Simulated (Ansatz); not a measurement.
The starting structures come from a database of crystals and need not be the phases stable at ambient conditions.

 Where the default PAW files enter, the runs use the earlier of Ansatz's two default sets.

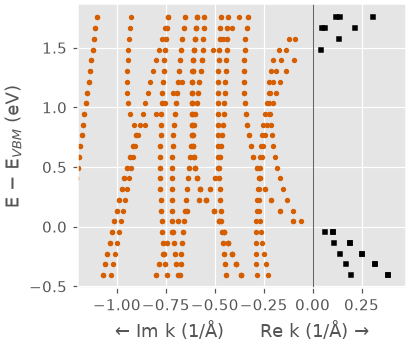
Complex bands at the centre of the two-dimensional zone; PBEsol in Ansatz (an electronic-structure program)

No gap correction and no spin-orbit coupling; mid-gap values are interpolated between computed energies.

Question: This is Mg(ScS$_{2}$)$_{2}$ (Fd-3m, spinel, not sure to be the ambient phase, 14 atoms a cell, 21.7 Å³ an atom, -2 GPa at this level) along the normal of (001). Read off the slowest decay at the centre of the two-dimensional zone at 0.77 eV, the computed energy nearest the middle of the gap.

Answer: κ ≈ 0.21 1/Å, a decay length 1/(2κ) of the density of 2.4 Å.
